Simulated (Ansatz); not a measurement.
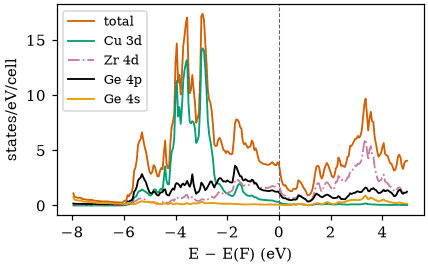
Figure. Total and projected density of states of ZrCuGe₂ in space group P4/nmm (No. 129; Zr on 2c, Cu on 2b, Ge on 2a, Ge on 2c), plane-wave PAW r²SCAN (Ansatz code)

### Question
Which orbitals carry the states next to the Fermi level?

### Answer
Within 0.5 eV of the Fermi level: Zr 4d 47 %, Ge 4p 35 %, Cu 3d 10 %. Projections are on Löwdin-orthogonalised atomic valence shells; empty p or d shells of many metals are not among them.

### Question
Where is the tallest occupied peak in this window, and what makes it?

### Answer
Near -2.9 eV, about 17 states/eV per cell; the largest projected share is Cu 3d.

The workflow started from a Materials Project entry (that database holds measured and hypothetical structures alike); the Crystallography Open Database copy checked does not list it. Whether it is the stable phase at ambient conditions was not checked. The cell was relaxed with r²SCAN under the symmetry of its start; its stability against distortions is not shown here. The run is not spin-polarised. Spin–orbit coupling is left out wherever it is not named.

Potentials: the earlier of the program's two PAW sets.
